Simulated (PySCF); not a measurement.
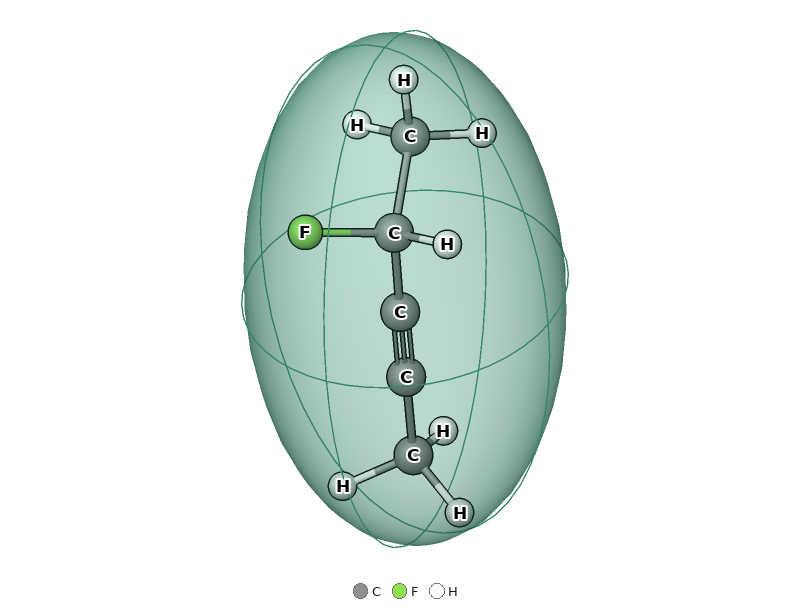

The ellipsoid shows the static dipole polarisability: its half-axes are proportional to the principal values. The computed structure is the end point of a PBE0-D3(BJ)/def2-SVP optimisation. No frequency run is at hand to confirm it as a minimum. Level of theory: PBE/def2-SVPD (PySCF 2.14.0).

Question. How large and how anisotropic is the polarisability?

Answer. Principal values 50.7, 53.6, 93.1 bohr³; mean 65.8 bohr³ (9.75 Å³); anisotropy 41.1 bohr³, so the longest axis is 1.84 times the shortest.
